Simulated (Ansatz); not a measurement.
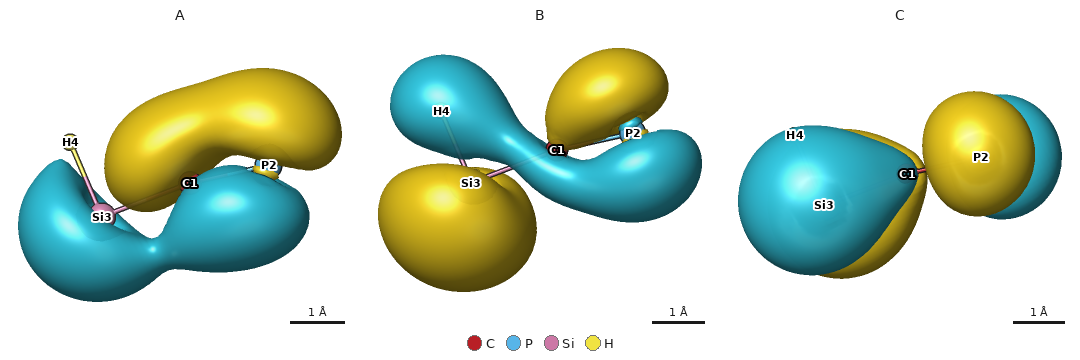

Figure. CHPSi (SMILES [SiH]C#P). Three frontier orbitals at ±0.08 Å⁻³ᐟ² (yellow and cyan are the two phases), in no order.

Geometry: B3LYP-D3(BJ)/def2-SVP.

All numbers below come from Ansatz, isolated molecule in a Gaussian basis; Kohn-Sham density functional theory, functional PBE0.

```yaml
atoms:
  - { symbol: C, position_ang: [-0.2785, -0.1033, -0.2741] }
  - { symbol: P, position_ang: [-0.8054, -1.5502, -0.5667] }
  - { symbol: Si, position_ang: [0.2695, 1.6458, -0.1722] }
  - { symbol: H, position_ang: [0.7479, 1.5321, 1.2790] }
```

Q: Order the three orbitals by energy and name them.

A: A is the HOMO−1 (−8.39 eV). By Hirshfeld shares it lies mainly on P2 (about 40 %), C1 (about 40 %) and Si3 (about 25 %); it is symmetric in the molecular plane (an in-plane orbital: σ, lone-pair or in-plane π type). B is the HOMO (−6.71 eV). It lies mainly on Si3 (about 55 %), P2 (about 20 %), H4 (about 10 %) and C1 (about 10 %); it is symmetric in the molecular plane (an in-plane orbital: σ, lone-pair or in-plane π type). C is the LUMO (−3.52 eV). By Hirshfeld shares it lies mainly on Si3 (about 55 %), P2 (about 30 %) and C1 (about 10 %); it changes sign across the molecular plane (π type); π-antibonding (a node) across C1–P2.

Q: What is the HOMO–LUMO gap?

A: 3.19 eV between the orbital energies.
